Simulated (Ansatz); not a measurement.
## Fields on a plane of Ca(CdAs)2 (space group P-3m1)

```xyz
5
Lattice="4.4079 0.0000 0.0000 -2.2039 3.8173 0.0000 0.0000 0.0000 7.1973" Properties=species:S:1:pos:R:3 pbc="T T T"
Ca     0.0000     0.0000     0.0000
Cd     0.0000     2.5449     4.5612
Cd     2.2039     1.2724     2.6361
As     0.0000     2.5449     1.7096
As     2.2039     1.2724     5.4878
```

The slice is a (-1 1 0 2) plane (indices of the conventional cell) through the point (0.667, 0.333, 0.762) (fractional), spanned by u = [110] and v = [1 -1 1] in vectors of this cell: u (4.41 Å) and v (10.49 Å, at 90° to u). It covers one period; positions are fractions (u, v).

Atoms on it: As at (0.00, 0.00). Other atoms lie within 1 Å of the plane.

All values below come from r2SCAN (plane waves to 500 eV, PAW, scalar-relativistic; Ansatz, a program for electronic structure). k mesh 9×9×5. These are valence fields of a PAW run, semicore shells included where kept as valence: close to a nucleus they are smooth pseudo fields. Ca(CdAs)2 was relaxed with its symmetry unable to fall.

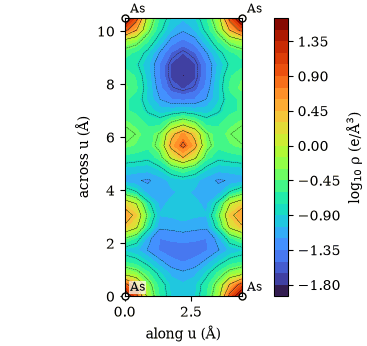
Log₁₀ of the valence density in e/Å³, one period of the plane, atoms marked. The scale is logarithmic, as a density can span decades between atoms and voids.

```
|xx557766221122667755|
|77777755110011557777|
|66664422000000224466|
|11221111000000111122|
|11111100000000001111|
|11111100000000001111|
|11111111000000111111|
|44444422111111224444|
|77775511223322115577|
|77775511445544115577|
|77774411446644114477|
|77774411334433114477|
|55442211112211112244|
|00000011111111110000|
|33110011334433110011|
|99881100445544001188|
|99993300445544003399|
|99992200334433002299|
|55220000111111000022|
|00000000000000000000|
|88886622110011226688|
|88888855221122558888|
|xx668877221122778866|
|xxxx77773311337777xx|
```
Scale: ten equal steps from 0.02 (start of '0') to 0.86 (end of '9'), in the order '0123456789'. Values: electron localisation function (ELF). The map has 10 points along u (two characters each, u = 0 at the left) and 24 along v (v = 0 in the bottom row). Points within 0.5 Å of a nucleus are blanked (x), as the pseudised field means little there.
